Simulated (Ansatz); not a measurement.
A series of calculations on AlPH6

### Relaxation

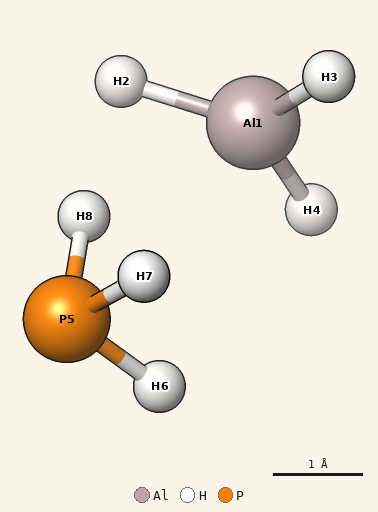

Starting structure of AlPH6. The picture is a ball-and-stick view, seen from a free direction.

The run prepares an end point of a later path (reaction) calculation, from a guessed geometry.

Theory: RKS PBE/def2-SVP in Ansatz.

Input file:
```yaml
crystal:
  periodic: [false, false, false]
  atoms:
    - { symbol: Al, position_ang: [0.006856, 0.211613, 0.030358] }
    - { symbol: H, position_ang: [-0.068709, 0.310652, 1.598554] }
    - { symbol: H, position_ang: [1.428014, 0.251601, -0.703517] }
    - { symbol: H, position_ang: [-1.343429, 0.093114, -0.82047] }
    - { symbol: P, position_ang: [0.165938, -2.980994, 1.389095] }
    - { symbol: H, position_ang: [-0.654443, -3.036136, 0.204856] }
    - { symbol: H, position_ang: [1.390135, -2.869377, 0.636987] }
    - { symbol: H, position_ang: [0.023337, -1.558373, 1.550137] }
basis:
  gaussian: { orbitals: def2-SVP }
hamiltonian:
  xc: pbe
relax:
  f_tol: 0.03
  max_steps: 50
```

Launched with:
```bash
ansatz run input.yaml --threads 1 --pin off --max-ram 2048MiB --backend cpu --events-out ev --progress --plain --runs-dir out
```

Question: Predict the outcome.

Answer: The energy falls by 2.91 kcal/mol in 6 geometry steps. The largest force component goes from 0.39 to 0.014 eV/Å. The largest move after the best rigid fit is that of H2, 0.43 Å. Largest moves by element: H 0.43 Å, Al 0.18 Å, P 0.18 Å. Among the contacts that change: Al1–P5 3.473 → 3.230 Å, Al1–H8 2.333 → 2.291 Å, Al1–H2 1.573 → 1.608 Å, P5–H8 1.439 → 1.457 Å.

The structure at the end:

```xyz
8

Al    0.0210    0.0590    0.1320
H    -0.0840    0.7416    1.5840
H     1.4533   -0.0698   -0.5753
H    -1.3191   -0.2344   -0.6968
P     0.1783   -2.9818    1.2097
H    -0.6655   -2.8114    0.0550
H     1.3818   -2.6605    0.4882
H    -0.0183   -1.6205    1.6891
```

After the run, drawn alike:

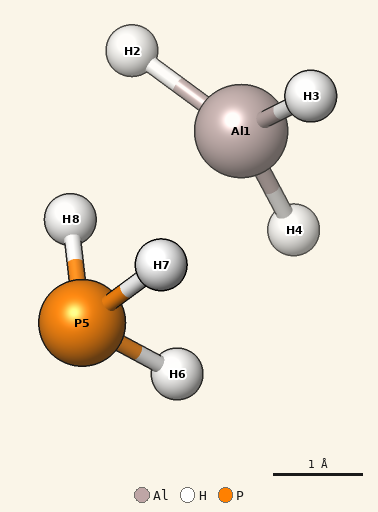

### Relaxation

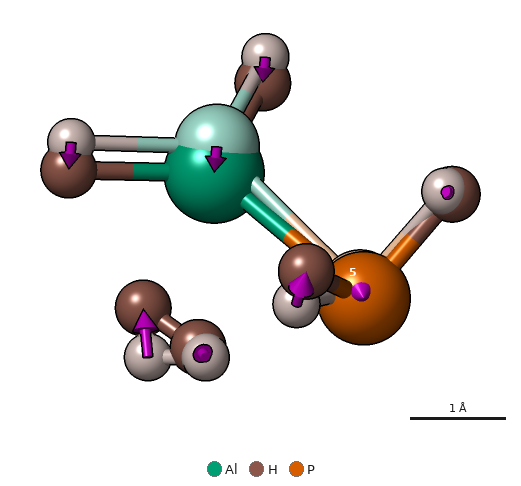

This is a relaxation of AlPH6. The starting structure is drawn faded, the final one solid; purple arrows show the displacements, at their true length. The two geometries are superimposed by the best rigid fit.

Style: ball-and-stick. Shown from a free direction.

The run prepares an end point of a later path (reaction) calculation, from a guessed geometry.

These are results of Ansatz 0.2.0, RKS PBE/def2-SVP, not measurements.

Input file:
```yaml
crystal:
  periodic: [false, false, false]
  atoms:
    - { symbol: Al, position_ang: [0.030982, -0.63559, -0.293458] }
    - { symbol: H, position_ang: [0.12375, 0.300593, 2.296824] }
    - { symbol: H, position_ang: [1.378601, 0.203467, -0.523079] }
    - { symbol: H, position_ang: [-1.383073, -0.030811, -0.737401] }
    - { symbol: P, position_ang: [0.009382, -2.653685, 0.807039] }
    - { symbol: H, position_ang: [-0.564094, -3.360009, -0.31226] }
    - { symbol: H, position_ang: [1.369783, -3.002634, 0.486939] }
    - { symbol: H, position_ang: [-0.017631, -0.39923, 2.161396] }
basis:
  gaussian: { orbitals: def2-SVP }
hamiltonian:
  xc: pbe
relax:
  f_tol: 0.03
  max_steps: 50
```

Run as
```bash
ansatz run input.yaml --threads 1 --pin off --max-ram 2048MiB --backend cpu --events-out ev --progress --plain --runs-dir out
```

Question: Which element moves most?

Answer: Hydrogen: up to 0.54 Å, against 0.29 Å for phosphorus.

Question: What did the optimiser do to the structure, and how much energy did it gain?

Answer: The atom that moves furthest after the best rigid fit is H2 (0.54 Å). Largest moves by element: H 0.54 Å, P 0.29 Å, Al 0.28 Å. Near-neighbour distances that change, for instance: Al1–H2 2.756 → 2.243 Å, Al1–H8 2.467 → 2.228 Å, Al1–P5 2.299 → 2.363 Å, H2–H8 0.727 → 0.777 Å. Among the angles between lasting bonds that change: Al1–P5–H7 95.6° → 92.9°, H3–Al1–P5 122.4° → 120.1°. Over 8 accepted moves (9 points after the start) the energy falls by 4.12 kcal/mol. The largest force component goes from 1.8 to 0.011 eV/Å. The line search rejected the trial step at point 8 of the run.

Limits of the set-up: the start holds two separate molecules, 2.5 Å apart at their closest, whose relative position is a soft coordinate and is computed without a dispersion correction.

### Path

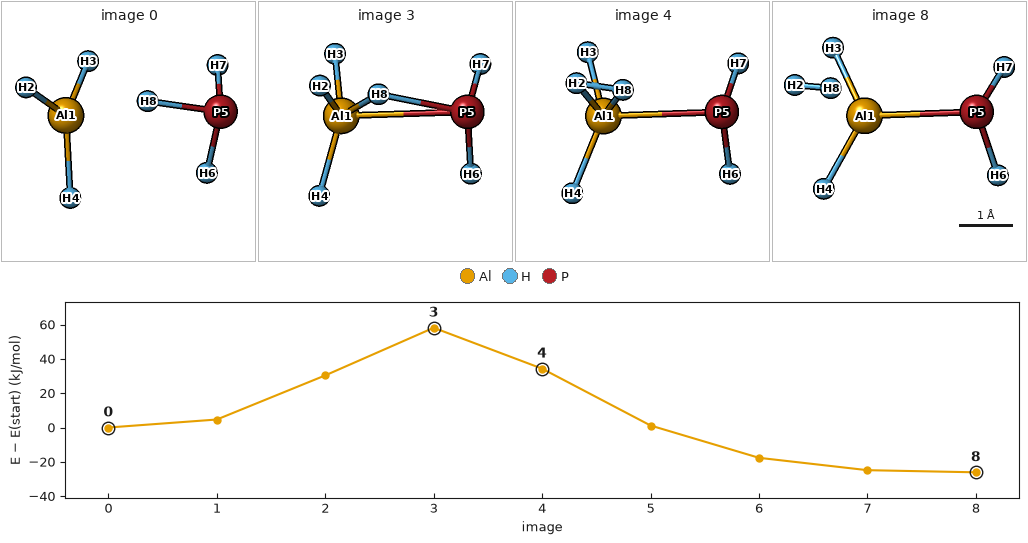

NEB run on AlPH$_{6}$, made up at the start of AlH₃ and PH₃. Images are numbered from 0 (start) to 8 (end). A ball-and-stick model, seen at a tilt.

Level of theory: RKS PBE/def2-SVP in Ansatz 0.2.0. Set-up: 7 movable images; climbing image; force threshold 0.05 eV/Å; iteration limit 60; starting path through a guess of the saddle point.

Describe the mechanism and the energy profile.

Answer. The highest point, image 3, lies 58.1 kJ/mol above the start and 84.2 kJ/mol above the end; the end is at −26.1 kJ/mol relative to the start. Breaking: Al1–H2 (1.61 → 1.72 at the top → 2.24 Å), P5–H8 (1.46 → 1.79 at the top → 3.03 Å). Forming: Al1–P5 (3.23 → 2.66 at the top → 2.36 Å), H2–H8 (2.37 → 1.13 at the top → 0.78 Å). The band converged in 8 iterations. The largest component of the band force went from 4.2 to 0.01 eV/Å. The climbing image converged on the top of the path. Its vibrational analysis gives one imaginary mode (965i cm⁻¹), as a transition state must have.

Limits of the set-up: the start holds two separate molecules, 2.3 Å apart at their closest, whose relative position is a soft coordinate and is computed without a dispersion correction.
